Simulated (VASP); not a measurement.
Band structure of Cd2SrP2 (space group P-3m1). All values below come from LDA (Ceperley-Alder, Perdew-Zunger), VASP's LDA PAW potentials (set 64) (plane waves; VASP).

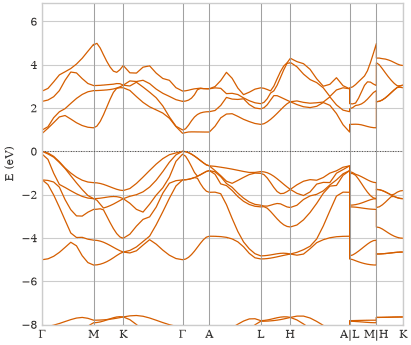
*Bands along high-symmetry lines, zero at the valence-band maximum or, without a gap, the Fermi level*

### Question
Read the plot: is there a gap, and where are the band edges?

### Answer
The gap is direct, 0.83 eV, from the valence maximum at Γ to the conduction minimum at Γ. (Edges off the drawn lines would not show.)

The structure comes from a computed database's Cd2SrP2 entry (P-3m1); how it stands against other phases isn't given here. It was relaxed first, which changed the volume by -7 %.
